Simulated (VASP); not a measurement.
# SnAs: structure and properties in VASP, part 6 of 7

How well does r2SCAN + rVV10 reproduce what experiment finds for SnAs? The cell is relaxed first, and properties follow on it. Left out of this account: 1 further run (core levels: core levels are not valid at this level). The start is a cell from a database of measured crystal structures.

VASP 6.6.1, plane waves and PAW; the level of theory is named at each step.

Still holding for the runs below: This run has no spin polarisation. Its electron count is odd, so without a moment it is a metal by construction. The k-mesh is coarse for a metal.

So far. Step 7 (Density of states (r2SCAN + rVV10)): The finer mesh and the other smearing move the Fermi level by +0.33 eV from the 6×6×6 run, one measure of the sampling error in the zero of the bands above. Of the states within 0.3 eV of the Fermi level, the largest shares in the PAW spheres are As p 22 %, Sn p 16 % and Sn s 14 %. The rest lies in smaller channels or between the spheres. The relaxed cell has a = 5.721 Å (conventional setting).

The database entry behind the starting cell differs from later determinations by our own check (an axis about 0.7 % short against later determinations), so it need not match the best structure at ambient conditions.

**9. Band structure (r2SCAN + rVV10 + SOC)**

This step: r2SCAN with rVV10, spin-orbit coupling; plane waves and PAW (Sn_d, As) (VASP 6.6.1).

Levels along the symmetry lines show where the bands peak and cross; KPOINTS_OPT computes them in the converged potential. Spin-orbit coupling needs spinors and the noncollinear program, where each band holds one electron.

File INCAR:

```
SYSTEM = SnAs
PREC = Accurate
ENCUT = 400
EDIFF = 1E-06
NELM = 100
ISMEAR = 0
SIGMA = 0.05
LREAL = .FALSE.
ALGO = Normal
METAGGA = R2SCAN
LUSE_VDW = .TRUE.
IVDW_NL = 2
BPARAM = 11.95
CPARAM = 0.0093
LASPH = .TRUE.
LNONCOLLINEAR = .TRUE.
MAGMOM = 0 0 0 0 0 0
NBANDS = 30
GGA_COMPAT = .FALSE.
LSORBIT = .TRUE.
LORBIT = 11
LWAVE = .FALSE.
LCHARG = .FALSE.
KPAR = 2
```

File POSCAR:

```
SnAs
1.0
    0.0000000000      2.8606905512      2.8606905512
    2.8606905512      0.0000000000      2.8606905512
    2.8606905512      2.8606905512      0.0000000000
Sn As
1 1
Direct
    0.0000000000      0.0000000000      0.0000000000
    0.5000000000      0.5000000000      0.5000000000
```

File KPOINTS:

```
Automatic mesh
0
Gamma
5 5 5
0 0 0
```

File KPOINTS_OPT:

```
Line mode
16
Line-mode
Reciprocal
  0.00000000   0.00000000   0.00000000 GAMMA
  0.50000000   0.00000000   0.50000000 X

  0.50000000   0.00000000   0.50000000 X
  0.50000000   0.25000000   0.75000000 W

  0.50000000   0.25000000   0.75000000 W
  0.37500000   0.37500000   0.75000000 K

  0.37500000   0.37500000   0.75000000 K
  0.00000000   0.00000000   0.00000000 GAMMA

  0.00000000   0.00000000   0.00000000 GAMMA
  0.50000000   0.50000000   0.50000000 L

  0.50000000   0.50000000   0.50000000 L
  0.62500000   0.25000000   0.62500000 U

  0.62500000   0.25000000   0.62500000 U
  0.50000000   0.25000000   0.75000000 W

  0.50000000   0.25000000   0.75000000 W
  0.50000000   0.50000000   0.50000000 L

  0.50000000   0.50000000   0.50000000 L
  0.37500000   0.37500000   0.75000000 K

  0.62500000   0.25000000   0.62500000 U
  0.50000000   0.00000000   0.50000000 X
```

The projector-augmented-wave data sets are Sn_d and As (PBE family, release 64).

Started as:

```bash
$ mpirun -np 2 vasp_ncl
```

Log:

```text
[... set-up lines as in an earlier step ...]
 entering main loop
       N       E                     dE             d eps       ncg     rms          rms(c)
Total rVV10 correction in eV:      0.4321807    21.5668747
Total rVV10 correction in eV:      0.4321807    21.5668747
DAV:   1     0.124183505983E+03    0.12418E+03   -0.78173E+03   624   0.145E+03
DAV:   2    -0.216596109463E+02   -0.14584E+03   -0.14079E+03   612   0.417E+02
DAV:   3    -0.412198025128E+02   -0.19560E+02   -0.19177E+02   690   0.133E+02
DAV:   4    -0.420223165581E+02   -0.80251E+00   -0.80001E+00   726   0.286E+01
DAV:   5    -0.420491864158E+02   -0.26870E-01   -0.26868E-01   842   0.516E+00    0.366E+00
Total rVV10 correction in eV:      0.4334720    21.5668756
Total rVV10 correction in eV:      0.4334720    21.5668756
DAV:   6    -0.391226831436E+02    0.29265E+01   -0.80715E-01   738   0.151E+01    0.217E+00
Total rVV10 correction in eV:      0.4367516    21.5668756
Total rVV10 correction in eV:      0.4367516    21.5668756
DAV:   7    -0.391206999999E+02    0.19831E-02   -0.80531E-02   662   0.180E+00    0.109E+00
Total rVV10 correction in eV:      0.4379765    21.5668756
Total rVV10 correction in eV:      0.4379765    21.5668756
DAV:   8    -0.391236503131E+02   -0.29503E-02   -0.56486E-03   714   0.754E-01    0.516E-01
Total rVV10 correction in eV:      0.4384567    21.5668756
Total rVV10 correction in eV:      0.4384567    21.5668756
DAV:   9    -0.391241416248E+02   -0.49131E-03   -0.41532E-04   744   0.228E-01    0.156E-01
Total rVV10 correction in eV:      0.4387027    21.5668756
Total rVV10 correction in eV:      0.4387027    21.5668756
DAV:  10    -0.391242542161E+02   -0.11259E-03   -0.18493E-04   682   0.106E-01    0.451E-02
Total rVV10 correction in eV:      0.4387075    21.5668756
Total rVV10 correction in eV:      0.4387075    21.5668756
DAV:  11    -0.391242573134E+02   -0.30974E-05   -0.40918E-05   748   0.877E-02    0.152E-02
Total rVV10 correction in eV:      0.4387550    21.5668756
Total rVV10 correction in eV:      0.4387550    21.5668756
DAV:  12    -0.391242592808E+02   -0.19674E-05   -0.38960E-06   680   0.183E-02    0.334E-03
Total rVV10 correction in eV:      0.4387661    21.5668756
Total rVV10 correction in eV:      0.4387661    21.5668756
DAV:  13    -0.391242597418E+02   -0.46091E-06   -0.37762E-07   420   0.993E-03
Total rVV10 correction in eV:      0.4387720    21.5668756
Total rVV10 correction in eV:      0.4387720    21.5668756
Total rVV10 correction in eV:      0.4387704    21.5668756
Total rVV10 correction in eV:      0.4387704    21.5668756
   1 F= -.39124260E+02 E0= -.39122433E+02  d E =-.365422E-02  mag=    -0.0000    -0.0000     0.0000
 Start KPOINTS_OPT (optional k-point list driver)
k-point batch [1-10\160]
       N       E                     dE             ncg
DAV:   1     0.418465154242E+03   -0.53741E+03      650
DAV:   2    -0.111223274222E+04   -0.15307E+04      612
DAV:   3    -0.132703531929E+04   -0.21480E+03      706
DAV:   4    -0.133499050796E+04   -0.79552E+01      760
DAV:   5    -0.133524537453E+04   -0.25487E+00      890
DAV:   6    -0.133524849900E+04   -0.31245E-02      802
DAV:   7    -0.133524859550E+04   -0.96507E-04      908
DAV:   8    -0.133524859716E+04   -0.16537E-05      730
DAV:   9    -0.133524859721E+04   -0.51939E-07      526
[...]
k-point batch [151-160\160]
       N       E                     dE             ncg
DAV:   1     0.166711212240E+03   -0.55905E+04      632
DAV:   2    -0.128230050135E+04   -0.14490E+04      600
DAV:   3    -0.145905987796E+04   -0.17676E+03      800
DAV:   4    -0.146475014031E+04   -0.56903E+01      722
DAV:   5    -0.146493819497E+04   -0.18805E+00      910
DAV:   6    -0.146493968418E+04   -0.14892E-02      732
DAV:   7    -0.146493975334E+04   -0.69155E-04      904
DAV:   8    -0.146493975406E+04   -0.72763E-06      638
```

Elapsed: 17 min, on 2 MPI ranks of AMD EPYC 7R43, shared host; peak memory 0.71 GiB; 34 min of CPU time.

OUTCAR, selected parts (step 9):

```text
   k-points           NKPTS =     10   k-points in BZ     NKDIM =     10   number of bands    NBANDS=     30

   NELECT =      19.0000    total number of electrons

 E-fermi :   6.6534

 k-point     1 :       0.0000    0.0000    0.0000
  band No.  band energies     occupation
    ...
     16       5.4082      1.00000
     17       5.8374      1.00000
     18       5.8374      1.00000
     19       5.8374      1.00000
     20       5.8374      1.00000
     21      12.2851      0.00000
     22      12.2851      0.00000
     23      13.0315      0.00000
     24      13.0315      0.00000
     25      13.0315      0.00000
    ...

  Total       -0.0097338     -0.0097338     -0.0097338      0.0000000     -0.0000000     -0.0000000
  in kB       -0.3330828     -0.3330828     -0.3330828      0.0000000     -0.0000000     -0.0000000
  external PRESSURE =      -0.3330828 kB  Pullay stress =       0.0000000 kB

 POSITION                                       TOTAL-FORCE (eV/Angst)
 -----------------------------------------------------------------------------------
      0.00000      0.00000      0.00000         0.000000      0.000000      0.000000
      2.86069      2.86069      2.86069         0.000000      0.000000      0.000000
 -----------------------------------------------------------------------------------
    total drift:                               -0.000000      0.000000      0.000000

  FREE ENERGIE OF THE ION-ELECTRON SYSTEM (eV)
  ---------------------------------------------------
  free  energy   TOTEN  =       -39.1242597418 eV

  energy  without entropy=      -39.1206055182  energy(sigma->0) =      -39.12243263

 Spin-Orbit-Coupling matrix elements
 Ion:    1  E_soc:     -0.0895123
 Ion:    2  E_soc:     -0.0254983

 magnetization (x)
# of ion       s       p       d       tot
------------------------------------------
    1        0.000   0.000   0.000   0.000
    2        0.000   0.000  -0.000   0.000
--------------------------------------------------
tot          0.000   0.000  -0.000   0.000

 magnetization (y)
# of ion       s       p       d       tot
------------------------------------------
    1        0.000   0.000   0.000   0.000
    2        0.000   0.000   0.000   0.000
--------------------------------------------------
tot          0.000   0.000   0.000   0.000

 magnetization (z)
# of ion       s       p       d       tot
------------------------------------------
    1        0.000   0.000  -0.000  -0.000
    2        0.000  -0.000   0.000  -0.000
--------------------------------------------------
tot          0.000  -0.000  -0.000  -0.000

[... 6 parts as in an earlier step ...]

[... 10 further parts left out ...]
```

This step gave:

```yaml
scf_cycles: 13
bands: 30
irreducible_k_points: 10
free_energy_toten: -39.12 eV
energy_at_zero_smearing: -39.12 eV
fermi_energy: 6.653 eV
pressure: -0.03331 GPa
```

On-site spin-orbit energy by atom:

| atom | on-site spin-orbit energy (eV) |
| --- | --- |
| Sn1 | -0.0895 |
| As2 | -0.0255 |

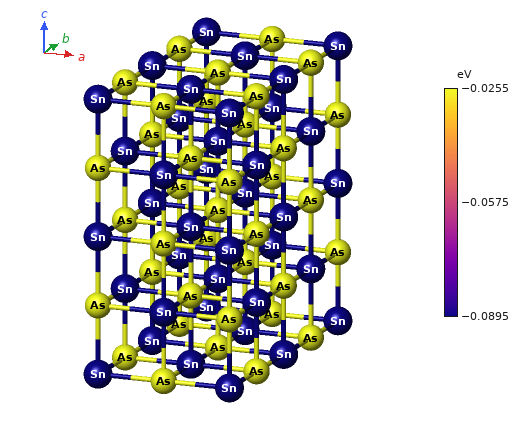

Atoms coloured by on-site spin-orbit energy. 1×2×2 conventional cells are drawn. Some periodic images of atoms are drawn too.

Electronic bands along the path, in eV, zero at the Fermi level; # counts the bands kept, so #1 is VASP's band 13:

| point | #3 | #4 | #5 | #6 | #7 | #8 | #9 | #10 |
| --- | --- | --- | --- | --- | --- | --- | --- | --- |
| Γ | -1.25 | -1.25 | -0.82 | -0.82 | -0.82 | -0.82 | 5.63 | 5.63 |
| X | -5.31 | -5.31 | -3.36 | -3.36 | -3.10 | -3.10 | 3.36 | 3.36 |
| W | -4.80 | -4.80 | -4.75 | -4.75 | 1.24 | 1.24 | 2.67 | 2.67 |
| K | -5.26 | -5.26 | -2.57 | -2.57 | -1.50 | -1.50 | 5.18 | 5.18 |
| Γ | -1.25 | -1.25 | -0.82 | -0.82 | -0.82 | -0.82 | 5.63 | 5.63 |
| L | -0.54 | -0.54 | -0.36 | -0.36 | 1.32 | 1.32 | 1.73 | 1.73 |
| U | -5.26 | -5.26 | -2.57 | -2.57 | -1.50 | -1.50 | 5.18 | 5.18 |
| W | -4.80 | -4.80 | -4.75 | -4.75 | 1.24 | 1.24 | 2.67 | 2.67 |
| L | -0.54 | -0.54 | -0.36 | -0.36 | 1.32 | 1.32 | 1.73 | 1.73 |
| K | -5.26 | -5.26 | -2.57 | -2.57 | -1.50 | -1.50 | 5.18 | 5.18 |
| jump to U | -5.26 | -5.26 | -2.57 | -2.57 | -1.50 | -1.50 | 5.18 | 5.18 |
| X | -5.31 | -5.31 | -3.36 | -3.36 | -3.10 | -3.10 | 3.36 | 3.36 |

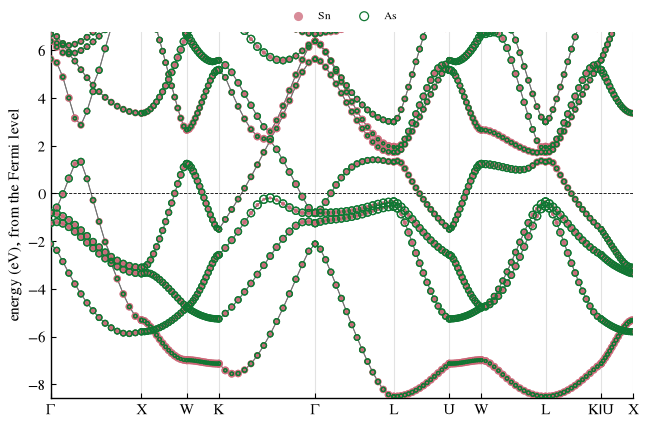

Electronic bands along the path; dots are coloured as in the legend, and their area grows with the weight.

There is no gap at this level.

**10. A single point (r2SCAN + rVV10), changed input**

This step: r2SCAN with rVV10; plane waves and PAW (Sn_d, As) (VASP 6.6.1).

A single point gives energy, forces and stress at these settings. Some settings are moved from the usual, to see what they do.

File INCAR:

```
SYSTEM = SnAs
PREC = High
ENCUT = 400
EDIFF = 1E-06
NELM = 100
ISMEAR = 0
SIGMA = 0.05
LREAL = .FALSE.
ALGO = Normal
METAGGA = R2SCAN
LUSE_VDW = .TRUE.
IVDW_NL = 2
BPARAM = 11.95
CPARAM = 0.0093
LASPH = .TRUE.
NBANDS = 15
LORBIT = 11
LWAVE = .FALSE.
LCHARG = .FALSE.
KPAR = 2
ISIF = 2
```

POSCAR is that of step 9.

File KPOINTS:

```
Automatic mesh
0
Gamma
6 6 6
0 0 0
```

Started as:

```bash
$ mpirun -np 2 vasp_std
```

Log:

```text
[... set-up lines as in an earlier step ...]
 entering main loop
       N       E                     dE             d eps       ncg     rms          rms(c)
Total rVV10 correction in eV:      0.4321804    21.5668747
Total rVV10 correction in eV:      0.4321804    21.5668747
DAV:   1     0.745230838247E+02    0.74523E+02   -0.82619E+03   494   0.137E+03
DAV:   2    -0.334611963200E+02   -0.10798E+03   -0.10546E+03   515   0.334E+02
DAV:   3    -0.417909771171E+02   -0.83298E+01   -0.82950E+01   620   0.844E+01
DAV:   4    -0.419811502723E+02   -0.19017E+00   -0.19015E+00   551   0.140E+01
DAV:   5    -0.419873461305E+02   -0.61959E-02   -0.61958E-02   683   0.224E+00    0.359E+00
Total rVV10 correction in eV:      0.4335218    21.5668841
Total rVV10 correction in eV:      0.4335218    21.5668841
DAV:   6    -0.390659423054E+02    0.29214E+01   -0.81191E-01   613   0.150E+01    0.209E+00
Total rVV10 correction in eV:      0.4369106    21.5668842
Total rVV10 correction in eV:      0.4369106    21.5668842
DAV:   7    -0.390641575329E+02    0.17848E-02   -0.78456E-02   515   0.178E+00    0.932E-01
Total rVV10 correction in eV:      0.4382662    21.5668842
Total rVV10 correction in eV:      0.4382662    21.5668842
DAV:   8    -0.390669844720E+02   -0.28269E-02   -0.52613E-03   585   0.737E-01    0.277E-01
Total rVV10 correction in eV:      0.4388293    21.5668841
Total rVV10 correction in eV:      0.4388293    21.5668841
DAV:   9    -0.390673663794E+02   -0.38191E-03   -0.61419E-04   543   0.214E-01    0.533E-02
Total rVV10 correction in eV:      0.4388457    21.5668841
Total rVV10 correction in eV:      0.4388457    21.5668841
DAV:  10    -0.390673754496E+02   -0.90702E-05   -0.10520E-04   634   0.123E-01    0.272E-02
Total rVV10 correction in eV:      0.4389040    21.5668841
Total rVV10 correction in eV:      0.4389040    21.5668841
DAV:  11    -0.390673795660E+02   -0.41164E-05   -0.99319E-06   613   0.373E-02    0.459E-03
Total rVV10 correction in eV:      0.4389240    21.5668841
Total rVV10 correction in eV:      0.4389240    21.5668841
DAV:  12    -0.390673802583E+02   -0.69234E-06   -0.18945E-06   394   0.232E-02
Total rVV10 correction in eV:      0.4389277    21.5668841
Total rVV10 correction in eV:      0.4389277    21.5668841
Total rVV10 correction in eV:      0.4389296    21.5668841
Total rVV10 correction in eV:      0.4389296    21.5668841
   1 F= -.39067380E+02 E0= -.39066778E+02  d E =-.120454E-02
```

The job ended after 49 s (2 MPI ranks; peak memory 0.3 GiB).

From OUTCAR (step 10):

```text
   NELECT =      19.0000    total number of electrons

 E-fermi :   6.6997

 k-point     1 :       0.0000    0.0000    0.0000
  band No.  band energies     occupation
    ...
      6      -6.8405      2.00000
      7       4.5358      2.00000
      8       5.6961      2.00000
      9       5.6962      2.00000
     10       5.6962      2.00000
     11      12.7918      0.00000
     12      12.7920      0.00000
     13      12.7920      0.00000
     14      13.3561      0.00000
     15      13.3561      0.00000

  Total        0.0160693      0.0160693      0.0160693      0.0000000      0.0000000     -0.0000000
  in kB        0.5498754      0.5498754      0.5498754      0.0000000      0.0000000     -0.0000000
  external PRESSURE =       0.5498754 kB  Pullay stress =       0.0000000 kB

 POSITION                                       TOTAL-FORCE (eV/Angst)
 -----------------------------------------------------------------------------------
      0.00000      0.00000      0.00000         0.000000      0.000000     -0.000000
      2.86069      2.86069      2.86069         0.000000      0.000000      0.000000
 -----------------------------------------------------------------------------------
    total drift:                                0.000000     -0.000000     -0.000000

  FREE ENERGIE OF THE ION-ELECTRON SYSTEM (eV)
  ---------------------------------------------------
  free  energy   TOTEN  =       -39.0673802583 eV

  energy  without entropy=      -39.0661757191  energy(sigma->0) =      -39.06677799

[... 7 parts as in an earlier step ...]

[... 10 further parts left out ...]
```

PREC = High changes the FFT grids.

Numbers from this step:

* SCF cycles: 12
* bands: 15
* irreducible k-points: 16
* free energy (TOTEN): -39.07 eV
* energy at zero smearing: -39.07 eV
* Fermi energy: 6.700 eV
* pressure: 0.05499 GPa

Against the sound run “Single point with fields (r2SCAN + rVV10)”, the energy at zero smearing moves by +0.3 meV an atom, the pressure by +0.01 GPa and the Fermi level by -0.00 eV.

[end of part 6 of 7]

[Lines on the potential files, build, host, timing and source positions are cut from VASP's logs without a mark.]

[Logs are printed without paths, hosts, clocks, repeated set-up lines and the standing remarks that a program may print on its own settings, such as how far it seeks lower states.]

[Hosts, paths, dates, database ids (printed as entryN), source tags and the programs' standing remarks are cut or masked in the printed files.]

[A measured line is paired with the nearest computed mode of its activity, which favours agreement.]
